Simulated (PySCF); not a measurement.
# [NO2]+ (SMILES O=[N+]=O): B2PLYP/STO-6G

Aim: the vertical ionisation energy of [NO2]+ at B2PLYP/STO-6G, from 2 runs. The job is set up through a Python script.

Program for the calculation: PySCF 2.14.0.

8 further runs of the same task are left out: 8 set aside as unsound or not needed.

### 1 The structure to begin with

[NO2]+: 3 atoms, total charge +1, spin state singlet. SMILES: `O=[N+]=O`. The shape is that of a GFN2-xTB optimisation.

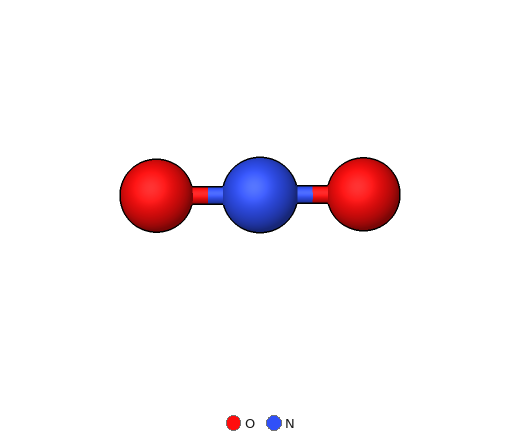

Viewed from a chosen angle; oxygen red, nitrogen blue.

### 2 The energy at B2PLYP/STO-6G

calc.py reads:

```python
from pyscf import gto, dft, mp

molecule = gto.Mole()
molecule.atom = '''
O     -0.563200     0.911190    -0.206000
N     -0.000010    -0.000010     0.000000
O      0.563210    -0.911180     0.206000
'''
molecule.max_memory = 1860
molecule.charge = 1
molecule.basis = 'sto-6g'
molecule.verbose = 3
molecule.build()

mf = dft.RKS(molecule, xc='0.53*HF + 0.47*B88, 0.73*LYP')
mf.conv_tol = 1e-10
mf.grids.level = 5
mf.kernel()
if not mf.converged:
    mf = mf.newton().run(mf.mo_coeff, mf.mo_occ)

pt = mp.MP2(mf, frozen=3).run()
etot = mf.e_tot + 0.27 * pt.e_corr
print('PT2 part  %.8f' % (0.27 * pt.e_corr))
print(f'total energy: {etot:.8f} hartree')
```

Launch:

```sh
$ OMP_NUM_THREADS=1 python calc.py
```

The program printed:

```text
converged SCF energy = -203.477911120354
E(RMP2) = -203.857234481131  E_corr = -0.379323360776696
E(SCS-RMP2) = -203.841110603537  E_corr = -0.363199483182929
PT2 part  -0.10241731
total energy: -203.58032843 hartree
```

Run time: 2 s. Hardware: 1 thread of Arm Neoverse V2, shared host; peak memory 0.18 GiB.

### 3 Doublet [NO2]2+, same level

run.py reads:

```python
from pyscf import gto, dft, mp

system = gto.M(
    atom=[
    ('O', (-0.563200, 0.911190, -0.206000)),
    ('N', (-0.000010, -0.000010, -0.000000)),
    ('O', (0.563210, -0.911180, 0.206000)),
],
    verbose=3,
    charge=2,
    basis='sto-6g',
    spin=1,
    max_memory=1860,
)

mf = dft.UKS(system)
mf.xc = '0.53*HF + 0.47*B88, 0.73*LYP'
mf.conv_tol = 1e-10
mf.grids.level = 5
mf.kernel()
if not mf.converged:
    mf = mf.newton().run(mf.mo_coeff, mf.mo_occ)

pt = mp.MP2(mf, frozen=3).run()
etot = mf.e_tot + 0.27 * pt.e_corr
print('PT2 part  %.8f' % (0.27 * pt.e_corr))
print('E(%s) = %.9f' % ('B2PLYP', etot))
```

Launch:

```sh
$ OMP_NUM_THREADS=1 python run.py
```

The program printed:

```text
converged SCF energy = -202.573558181711  <S^2> = 0.82593281  2S+1 = 2.0745436
E(UMP2) = -202.860017457079  E_corr = -0.286459275367615
E(SCS-UMP2) = -202.850076934746  E_corr = -0.276518753034135
PT2 part  -0.07734400
E(B2PLYP) = -202.650902186
```

It took 2.8 s on 1 thread of Arm Neoverse V2, shared host; peak memory 0.18 GiB.

### 4 Outcome

Level: B2PLYP/STO-6G, 3 core orbitals frozen.

| quantity | value |
| --- | --- |
| singlet [NO2]+: total energy | -203.58033 Eh |
| singlet [NO2]+: HOMO energy (SCF part's orbitals) | -22.10 eV |
| singlet [NO2]+: LUMO energy (SCF part's orbitals) | -9.16 eV |
| singlet [NO2]+: HOMO–LUMO gap (SCF part's orbitals) | 12.94 eV |
| doublet [NO2]2+: total energy | -202.65090 Eh |
| doublet [NO2]2+: HOMO energy (SCF part's orbitals) (highest over α and β) | -34.95 eV |
| doublet [NO2]2+: LUMO energy (SCF part's orbitals) (lowest over α and β) | -27.06 eV |
| doublet [NO2]2+: ⟨S²⟩ | 0.826 |
| vertical ionisation energy (to the doublet dication) | 25.291 eV |

Removing an electron at fixed nuclei costs 25.29 eV (2440 kJ/mol). −ε(HOMO) before ionisation, 22.10 eV, is 3.19 eV below this ionisation energy. In a minimal basis such a difference can be off by several eV, whatever the method. Mulliken charges (singlet [NO2]+) run from +0.23 on O1 to +0.54 on N2; they depend strongly on the basis.
